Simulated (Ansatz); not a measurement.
A computed series for hypothetical diamond Zn: thickness series

Base system: Zn in the diamond structure (space group Fd-3m, No. 227; a = 5.655 Å; a hypothetical phase, not in the database extracts checked). Axes: x, y, z lie along the cube axes.

Free-standing slabs (2 atom(s) a layer) normal to [110] with 15 Å of vacuum; in-plane cell held at bulk.

All numbers come from PBEsol (Ansatz, a program for electronic structure; PAW; 420 eV plane waves; no spin-orbit coupling).

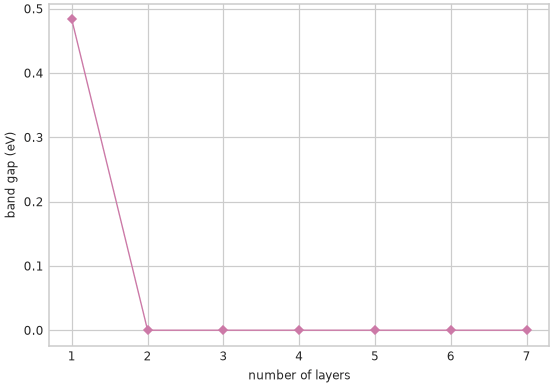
*Band gap against number of layers*

```csv
number of layers,band gap
1,0.48 eV
2,zero
3,zero
4,zero
5,zero
6,zero
7,zero
```

No phonon test of stability was made.
